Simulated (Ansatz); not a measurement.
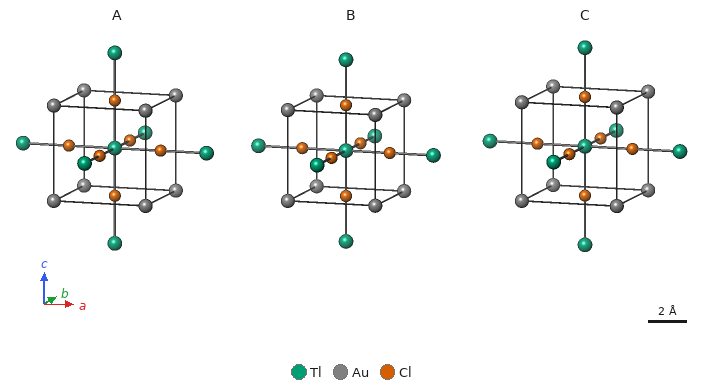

3 geometries from one relaxation of solid TlAuCl3 (built on the cubic perovskite type) (coarse preliminary run), in shuffled order. A ball-and-stick model of the cell of the calculation, seen slightly off an axis.

Case: cubic perovskite type (Pm-3m, No. 221).

Level of theory: Ansatz, DFT PBE, scalar-relativistic, plane waves, PAW. (plane-wave cutoff 420 eV; k-point mesh 4 × 4 × 4; occupations gaussian; smearing width 0.1 eV; no spin polarisation; cell and atoms relaxed; force threshold 0.04 eV/Å; at most 70 steps)

### Put them in the order of the run, from the start to the converged end.

B, A, C. They are steps 0, 1, 4, at +203 meV per atom, +34.5 meV per atom relative to the last. After 3 accepted moves (4 points after the start) the energy has fallen by 203 meV per atom. All forces vanish by symmetry, so only the cell relaxes. Pressure: 12.17 GPa at the start and 0.23 GPa at the end. The SCF was repeated once at an unchanged geometry on a basis and grid sized afresh for the cell, which shifted the energy by 1.4 meV per atom at most. The atoms keep their places relative to the cell (all moves are under 0.005 Å). The drawn cell changes as follows: a = b = c 4.914 → 5.335 Å (+8.6 %); the volume changes by +28.0 %. Near-neighbour distances that change, for instance: Cl–Tl 2.457 → 2.668 Å. The space group stays Pm-3m (No. 221). Cost: 13 s on 1 thread of Arm Neoverse V2, on a shared host, peak memory 0.4 GiB.

Limits of the set-up: an odd number of electrons was run without spin polarisation, which fails if the electron would localise.
